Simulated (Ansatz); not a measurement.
Rock-salt EuN, treated with LDA (Ansatz, an electronic-structure program, plane waves, PAW).

Numerical settings: plane-wave cutoff 520 eV, 12×12×12 k mesh, Fermi–Dirac smearing 0.01 eV, spin-polarised with parallel moments, scalar-relativistic PAW data made under PBE.

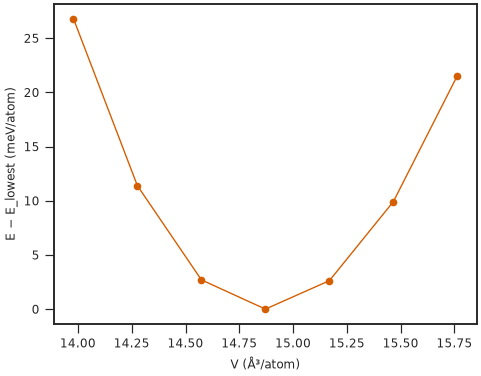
Figure: Total energy against volume

From the curve, estimate the equilibrium volume and the bulk modulus.

V0 ≈ 14.9 Å³/atom and B0 ≈ 140 GPa; the fit gives V0 = 14.868 Å³/atom, B0 = 143 GPa, B′ = 4.8.

Note: the magnetic order was assumed, not searched for or taken from measurement; the 4f shell is treated without U or exact exchange, so its levels and filling can be wrong; the volume lies 6 % below that of the published cell.

Spin–orbit coupling is not included; it can open a gap where bands touch, and shift volumes and moduli.

Computed values are for the static lattice.
